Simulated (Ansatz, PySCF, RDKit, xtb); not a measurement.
**Solving CH2Si, step by step**

Only the formula CH2Si is given. Aim: find the structure of lowest free energy at 298.15 K, then its properties.

The funnel: GFN2-xTB relaxations, single points with a density functional, relaxations at PBE0-D3(BJ)/def2-SVP, harmonic vibrations, and a last energy at a higher level. All values are calculated.

4 further runs of the same task are left out: 4 set aside as unsound or not needed.

**1. Candidates**

All bonding patterns within simple valence rules are listed by program: one Lewis structure each, at most two rings and one unusual centre or charged pair. O–O, O–halogen and N–halogen bonds and N–N–N chains are not drawn. That gives 5 candidates.

```tsv
label	SMILES	spin
c097	[C]=[SiH2]	triplet
c327	[C]=[SiH2]	singlet
c331	C=[Si]	triplet
c751	C#[SiH]	singlet
c829	C=[Si]	singlet
```

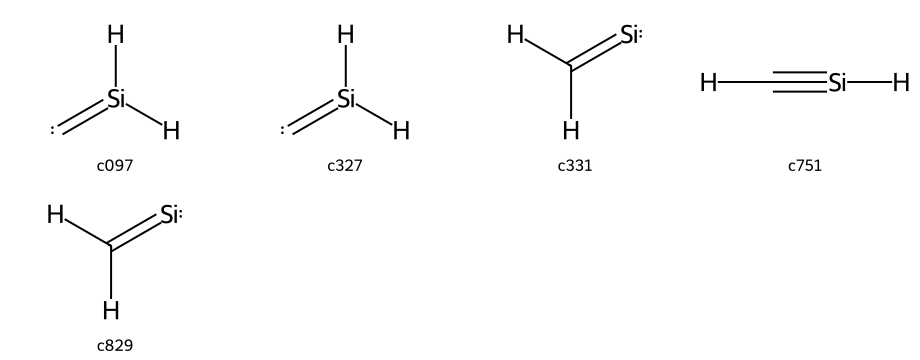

Structural formulas of the candidates.

Candidates are built by distance geometry, with a force field where one applies, in up to four conformers (letters a to d). 16 starts with atoms placed at random are added, to find patterns that the rules miss.

**Question.** With final energies at CCSD(T)/def2-TZVPP, which structure will this search put lowest in free energy, and by what margin?

| quantity | value |
| --- | --- |
| lowest structure found | C=[Si], singlet, C2v |
| next finalist | C#[SiH], singlet, 33.7 kcal/mol higher in G |
| share at equilibrium, among the finalists | 100.0 % |
| harmonic wavenumbers, lowest and highest (PBE0-D3(BJ)/def2-SVP) | 301 and 3209 cm⁻¹ |
| rotational constants, same geometry | 9.931, 0.5454, 0.5171 cm⁻¹ |
| dipole moment (PBE0/def2-TZVPD) | 0.18 D |
| HOMO energy (PBE0/def2-TZVPD) | -6.57 eV |
| LUMO energy (PBE0/def2-TZVPD) | -2.63 eV |
| HOMO–LUMO gap (PBE0/def2-TZVPD) | 3.94 eV |
| lowest excitation (TD-CAM-B3LYP/def2-SVPD) | 2.28 eV (f = 0.000) |
| strongest of the states computed, same level | 5.22 eV (f = 0.172) |
| lowest triplet excitation, same level, Tamm-Dancoff | 1.90 eV |
| vertical ionisation energy | 8.76 eV |
| vertical electron affinity | 0.74 eV |
| vertical triplet less singlet | +1.71 eV |

`C=[Si]` comes out lowest. The margin of 33.7 kcal/mol over the next finalist is beyond the usual error of the last level; it says nothing of structures that weren't ranked. HF/STO-3G, r2SCAN-D4/def2-SVP, PBE0-D3(BJ)/def2-SVP, HF/def2-TZVPP and MP2/def2-TZVPP already put its bonding pattern lowest among the structures in one piece. A large T1 diagnostic among the finalists warns that one reference determinant may not suffice. It concerns: the finalist C#[SiH] (singlet). Lowest found is not proven lowest: the search is finite, and each finalist counts with one conformer. The lowest isomer need not be the one that is made and kept in a bottle, which depends on barriers.
